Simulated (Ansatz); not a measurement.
SiH$_{4}$···CH$_{4}$O

| atom | x (Å) | y (Å) | z (Å) |
| --- | --- | --- | --- |
| Si | -0.0401 | -0.3900 | -0.3493 |
| O | 0.3284 | 0.0170 | 2.2657 |
| C | -0.9125 | -0.2998 | 2.8563 |
| H | -1.3638 | -1.2114 | 2.4147 |
| H | -0.8336 | -0.4262 | 3.9521 |
| H | -1.5889 | 0.5448 | 2.6521 |
| H | 1.3298 | 0.1941 | -0.2300 |
| H | -1.1162 | 0.5468 | 0.0961 |
| H | -0.2742 | -0.6689 | -1.8097 |
| H | -0.1493 | -1.7138 | 0.3472 |
| H | 0.9453 | -0.7248 | 2.4211 |

Computed with RKS LDA/def2-mTZVP (Ansatz).

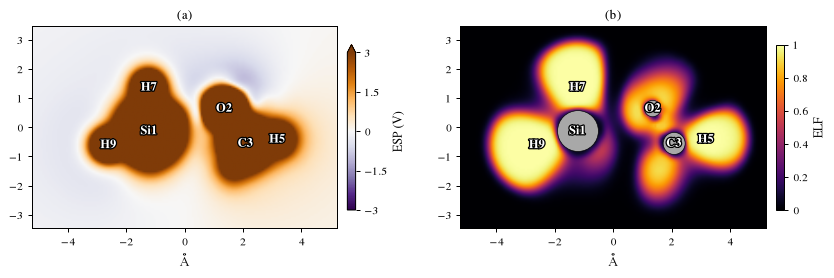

Figure 1. (a) electrostatic potential; (b) ELF on the plane of atoms H7, Si1 and H9. Grey discs cover the atomic cores in the ELF map.

Q: What do the fields say about this system?

A: The plane passes through Si, O, C and H nuclei. Si1···O2 (2.67 Å): the ELF is about 0.15 at the midpoint. C–O (1.41 Å): the ELF peaks at about 0.90 between the atoms (a shared but strongly polarised pair). C–H (1.11 Å): the ELF climbs to about 1 towards the hydrogen, as it does in any bond to H (an ordinary covalent bond to hydrogen). Si–H (1.49 Å): the ELF climbs to about 1 towards the hydrogen. The ELF also peaks beside O2, away from the bonds: lone-pair regions. Outside the dense part of the complex the potential is most negative (−1.0 V) near O2.

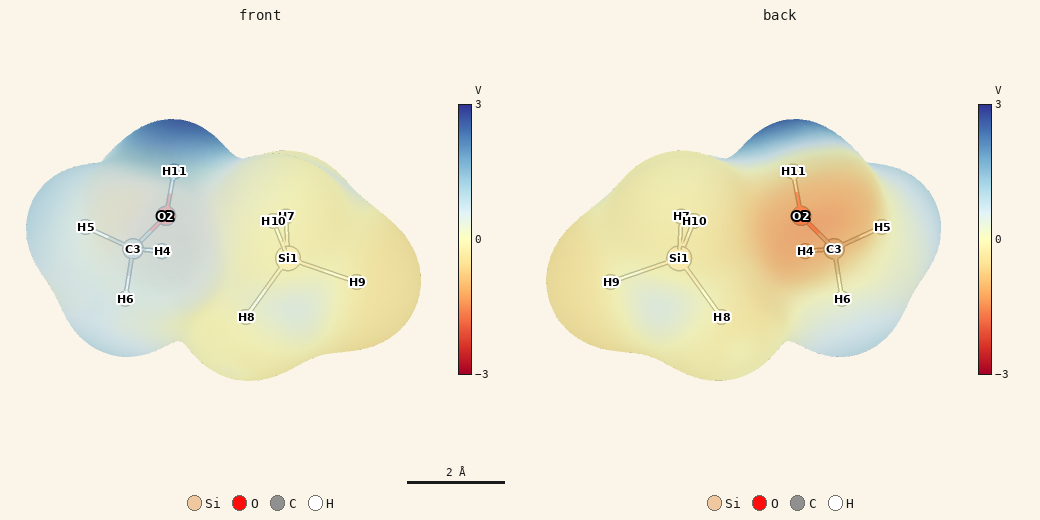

Figure 2. The electrostatic potential painted on the density surface at 0.002 e/bohr³, seen from the front and from behind; the colour scale runs from red (negative) to blue (positive).

Q: Which sites attract a positive test charge, and which a negative one?

A: A positive charge is drawn to the negative regions and a negative charge to the positive ones. The most negative region (about −1.3 V, or −30 kcal/mol for a unit charge) lies over O2, the most positive (about +2.5 V, or +58 kcal/mol for a unit charge) over H11. O2 is the likeliest acceptor of a hydrogen bond.

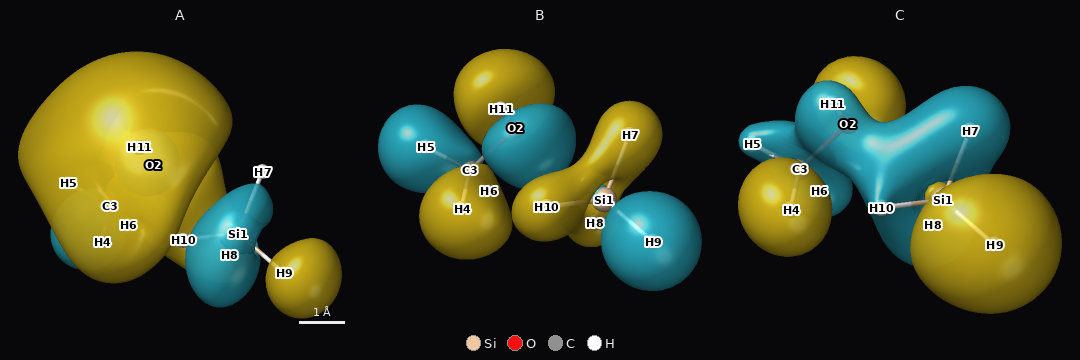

Figure 3. Three frontier orbitals at ±0.06 Å⁻³ᐟ² (yellow and cyan are the two phases), in no order.

Q: Order the three orbitals by energy and name them.

A: C is the HOMO−1 (−7.82 eV). It lies mainly on Si1 (about 30 %), H9 (about 25 %), O2 (about 20 %) and C3 (about 5 %). B is the HOMO (−6.64 eV). It lies mainly on O2 (about 55 %), C3 (about 10 %), Si1 (about 5 %) and H9 (about 5 %). A is the LUMO (−0.36 eV). Its weight (Hirshfeld) is mainly on H11 (about 35 %), O2 (about 15 %), C3 (about 10 %) and Si1 (about 10 %).

Q: What is the HOMO–LUMO gap?

A: 6.28 eV between the orbital energies.
